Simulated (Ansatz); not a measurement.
## How methods differ on BF2 (SMILES F[B]F)

BF2 has 3 atoms, charge 0, and is taken as a doublet. SMILES: `F[B]F`. The coordinates come from a PBE0-D4/def2-TZVP relaxation.

```
atom    x (Å)    y (Å)    z (Å)
   F   0.5131  -1.0443   0.1600
   B   0.2790   0.2405   0.1813
   F  -0.8029   0.7389  -0.3546
```

Quantity: the energy change with the B2–F3 bond stretched from 1.306 to 2.612 Å, in eV. The values are calculated.

```
           level                    kind  program  value (eV)  CPU time (all runs)
      UHF/STO-3G            Hartree–Fock   Ansatz        3.78               0.28 s
 U-revPBE/STO-3G                     GGA   Ansatz        5.18                2.5 s
    UBLYP/STO-3G                     GGA   Ansatz        5.23                2.5 s
U-r2SCAN0/STO-3G         hybrid meta-GGA   Ansatz        5.16                7.6 s
   UB3LYP/STO-3G           global hybrid   Ansatz        5.17                1.6 s
   UBHLYP/STO-3G           global hybrid   Ansatz        4.82                1.8 s
    UPBE0/STO-3G           global hybrid   Ansatz        5.24                1.9 s
U-wB97M-V/STO-3G  range-separated hybrid   Ansatz        5.03                 21 s
  U-wB97X/STO-3G  range-separated hybrid   Ansatz        5.05                9.9 s
   UHSE06/STO-3G  range-separated hybrid   Ansatz        5.25                2.3 s
```

The first shape isn't each level's own minimum. The values span 3.78 to 5.25 eV. All rows use very small basis sets, so even the best lies far from the true value. CPU times are rough (shared hosts, several kinds of processor): they show what a rung costs within a factor of a few.

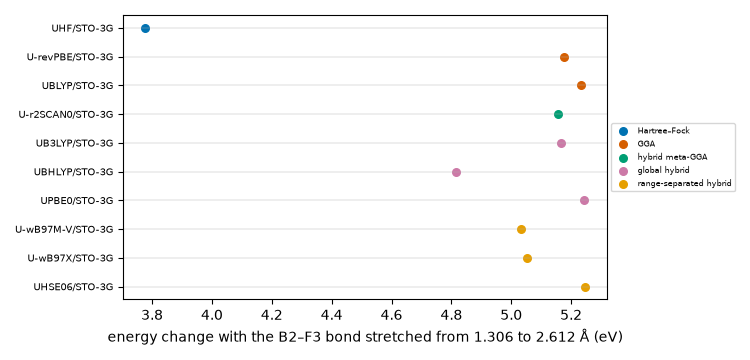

The values of the table, level by level.
